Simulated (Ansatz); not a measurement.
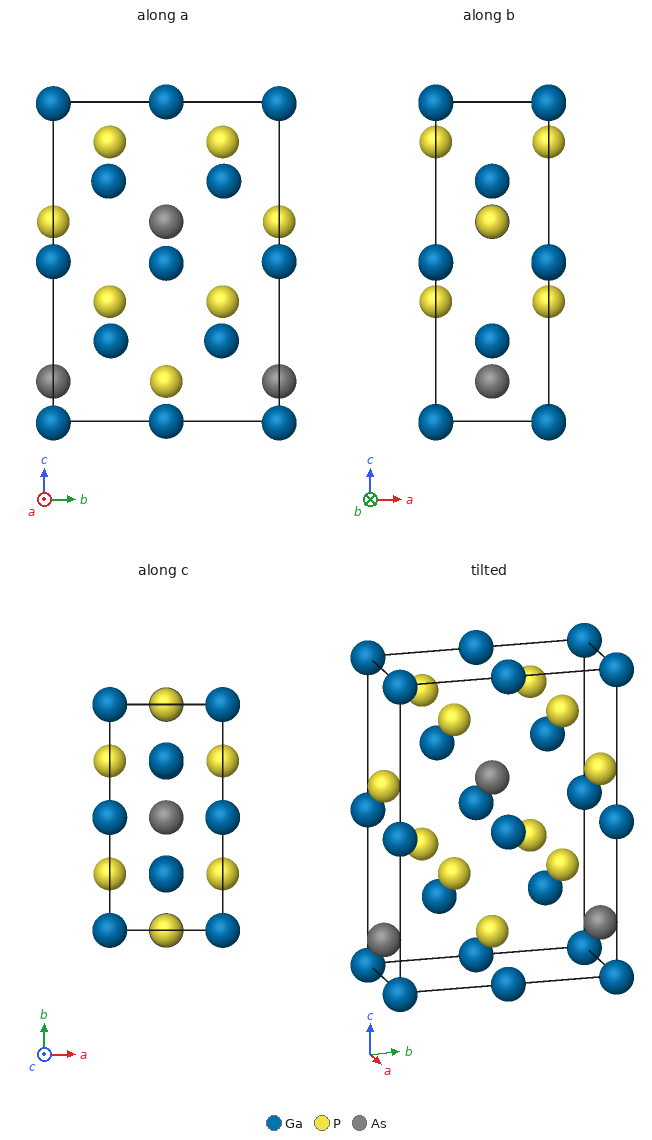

View along the a axis, along the b axis, along the c axis and slightly off an axis, drawn as a spheres-only model. Thin lines show the conventional unit cell, with boundary atoms drawn in all their periodic places.

Lattice parameters: a = 3.9343 Å, b = 7.8699 Å, c = 11.1284 Å, α = 90.000°, β = 90.000°, γ = 90.000°.

### Set out the cell and atoms as a CIF in P1 with every atom of the cell, with free fractional coordinates to two decimals.

```cif
data_structure
_symmetry_space_group_name_H-M 'P 1'
_symmetry_Int_Tables_number 1
_cell_length_a 3.9343
_cell_length_b 7.8699
_cell_length_c 11.1284
_cell_angle_alpha 90.000
_cell_angle_beta 90.000
_cell_angle_gamma 90.000
_cell_volume 344.56
loop_
_atom_site_label
_atom_site_type_symbol
_atom_site_fract_x
_atom_site_fract_y
_atom_site_fract_z
_atom_site_occupancy
Ga1 Ga 0.00 0.50 0.50 1
Ga2 Ga 0.50 0.26 0.25 1
Ga3 Ga 0.50 0.74 0.25 1
Ga4 Ga 0.00 0.50 0.00 1
P1 P 0.00 0.75 0.8750 1
P2 P 0.00 0.25 0.8750 1
P3 P 0.50 0.50 0.1250 1
As1 As 0.50 0.50 0.63 1
Ga5 Ga 0.00 0.00 0.00 1
Ga6 Ga 0.50 0.76 0.75 1
Ga7 Ga 0.50 0.24 0.75 1
Ga8 Ga 0.00 0.00 0.50 1
P4 P 0.00 0.25 0.3750 1
P5 P 0.00 0.75 0.3750 1
P6 P 0.50 0.00 0.6250 1
As2 As 0.50 0.00 0.13 1
```

It goes back to a structure type filled with these elements by a generator (whether the compound takes this form wasn't checked). The picture shows the end point of a geometry optimisation with Ansatz, DFT PBE, scalar-relativistic, plane waves, PAW.
